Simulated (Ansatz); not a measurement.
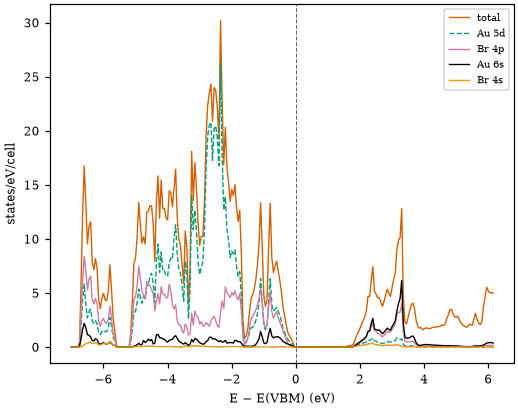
Total and projected density of states of AuBr in space group I4_1/amd (No. 141; Au on 8c, Br on 8e), DFT-LDA in the program Ansatz with PAW potentials

**Question.** Which orbitals carry the states next to the gap?

**Answer.** Top 1 eV of the valence band: Au 5d 47 %, Br 4p 40 %, Au 6s 13 %. Bottom 1 eV of the conduction band: Br 4p 29 %, Au 6s 25 %, Au 5d 16 %, Br 4s 8 %, outside the projected shells 22 %. Projections are on Löwdin-orthogonalised atomic valence shells; empty p or d shells of many metals are not among them.

**Question.** Where is the tallest occupied peak in this window, and what makes it?

**Answer.** Near -2.3 eV, about 30 states/eV per cell; the largest projected share is Au 5d.

The workflow started from an entry of the Crystallography Open Database (COD), which files this formula under 2 space groups. Its standing as an ambient phase is unchecked. Symmetry was held in the LDA relaxation; its stability against distortions is not shown here. Scalar-relativistic: spin–orbit coupling is off unless named, which matters more the heavier the elements.

Potentials: the later of the program's two PAW sets.
